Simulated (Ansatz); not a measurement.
Starting cell, TiSi2 (C49 type, space group Cmcm):

```
CELL_PARAMETERS angstrom
      1.76356    -6.76170     0.00000
      1.76356     6.76170     0.00000
      0.00000     0.00000     3.56562
ATOMIC_POSITIONS crystal
  Si 0.94171 0.05829 0.75000
  Si 0.05829 0.94171 0.25000
  Si 0.25028 0.74972 0.75000
  Si 0.74972 0.25028 0.25000
  Ti 0.60322 0.39678 0.75000
  Ti 0.39678 0.60322 0.25000
```

In each cell atom 1 (Si, nearest neighbour Si at 2.380 Å; its periodic images, 3.5 Å or more away, move with it) moves by s·(0.707, 0.707, 0.000) (along Cartesian [110]), the rest being held.

Calculation: r2SCAN (plane waves to 500 eV, PAW, scalar-relativistic; Ansatz, a quantum-chemistry and plane-wave program). k mesh 11×11×11 (Γ-centred), Fermi-Dirac smearing 0.05 eV. Energies are smeared free energies. With partly filled bands, energies and forces of such displacements shift with the k mesh and the smearing. The PAW data are Ansatz's earlier set. This is one of several known forms of TiSi2; the measured ambient cells at hand have space group No. 70. TiSi2 is run without spin polarisation. TiSi2 was relaxed with its symmetry unable to fall. ΔE is measured from the undisplaced structure.

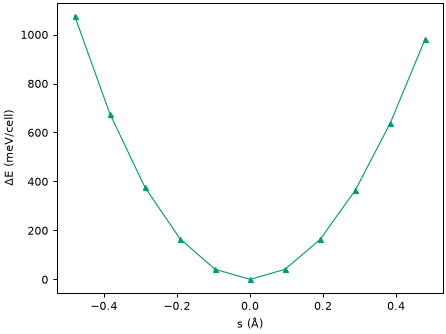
ΔE (meV/cell) against s (Å); computed points joined by lines.

Q: Is the energy the same for displacements of ±0.480 Å, and if not, which side lies higher?

A: Not even: the negative side lies higher at ±0.480 Å.

Q: What is the energy change at s = 0.480 Å?

A: About 980 meV/cell.

(For displaced atoms, the force is minus the slope of the energy, and its curvature is a force constant, which sets phonon frequencies.)
